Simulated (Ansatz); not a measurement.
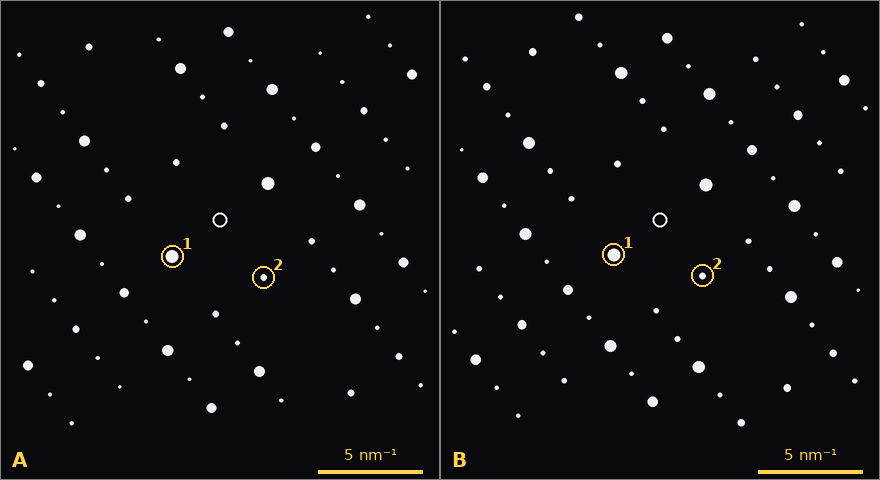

Kinematic electron diffraction patterns (200 kV, B = 0.5 Å², same scale) along [110] of the run's own cell, for the start and the end of one relaxation of Sb2As3 with DFT PBE, scalar-relativistic, plane waves, PAW in Ansatz 0.2.0. k mesh 6×6×6. The start is a generated model structure, and the relaxation ends in the nearest stationary point of its symmetry, not necessarily the ground state. Spot 1 is -1 1 0 and spot 2 is 0 0 2 in both.

Start structure:

```
CELL_PARAMETERS angstrom
3.57978 2.06679 6.29162
-3.57978 2.06679 6.29162
0.00000 -4.13357 6.29162
ATOMIC_POSITIONS crystal
Sb 0.36215 0.36215 0.36215
Sb 0.13785 0.13785 0.13785
Sb 0.63785 0.63785 0.63785
Sb 0.86215 0.86215 0.86215
As 0.51169 0.98831 0.25000
As 0.25000 0.51169 0.98831
As 0.98831 0.25000 0.51169
As 0.48831 0.01169 0.75000
As 0.75000 0.48831 0.01169
As 0.01169 0.75000 0.48831
```

**Which pattern belongs to the start structure, and which to the relaxed one?**

B is the start: its cell gives d(1) = 3.580 Å, d(2) = 2.945 Å and an angle of 90.0°. A is the relaxed structure, with d(1) = 3.436 Å (-4.0 %), d(2) = 2.862 Å (-2.8 %) and 90.0°.

**Name reflections whose intensity changes strongly on relaxation.**

3 -3 0 goes from 22 to 8.1 % of the strongest spot.

**What did the relaxation do to the structure and the energy?**

The volume changed by +2.1 % to 28.50 Å³ an atom; with the mean shift removed, the atoms moved by up to 0.13 Å relative to the cell (As most); the space group stayed R-3c (No. 167); the free energy fell by 4.9 meV an atom. Relaxed cell: a = 8.019 Å, b = 8.019 Å, c = 8.019 Å, α = 50.75°, β = 50.75°, γ = 50.75°.
